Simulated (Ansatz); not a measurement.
Er₃Se

```
Er Se
1.0
     5.95634    0.00000    0.00000
     0.00000    5.95634    0.00000
     0.00000    0.00000    5.95634
Er Se
6 2
Direct
  0.25000 0.00000 0.50000
  0.50000 0.75000 0.00000
  0.75000 0.00000 0.50000
  0.50000 0.25000 0.00000
  0.00000 0.50000 0.75000
  0.00000 0.50000 0.25000
  0.00000 0.00000 0.00000
  0.50000 0.50000 0.50000
```

Space group Pm-3n; a structure generated by program, which may or may not match a known phase; computed without spin polarisation; no Hubbard U on the f states and no spin–orbit coupling.

All numbers below come from Ansatz 0.2.0, DFT PBE, scalar-relativistic, plane waves, PAW; 4f electrons in the core of a trivalent norm-conserving potential.

Question: What will maps of the valence pseudo-density and electron localisation function show?

Answer: Er–Se (3.33 Å): ρ is about 0.12 e/Å³ halfway; the ELF is about 0.20 at the midpoint and 0.05 at its lowest between the atoms (no shared electron pair shows on this line).
The ELF has a maximum of about 0.90 in the space between the atoms, 2.1 Å from four Er atoms, on no atom or two-centre bond.

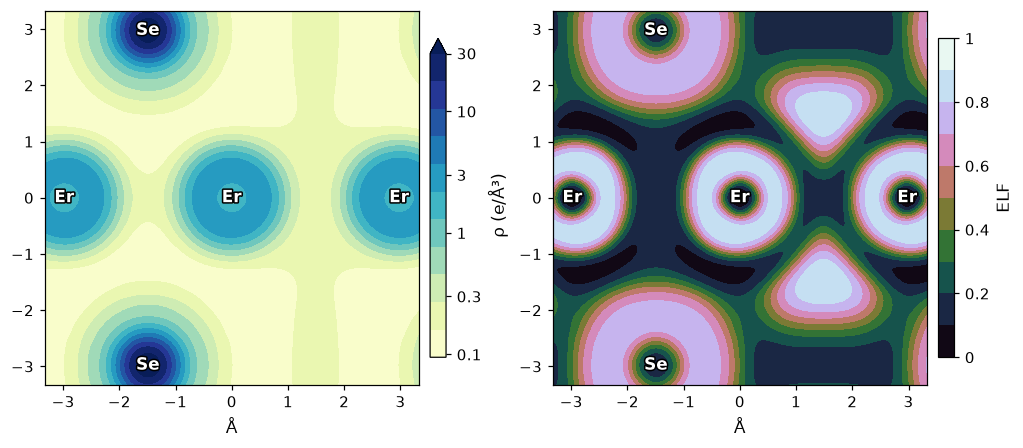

Computed valence pseudo-density and electron localisation function on the (100) plane of the conventional cell, in this order. 

The density is the valence pseudo-density of a pseudopotential calculation; it isn't the true density close to the nuclei.
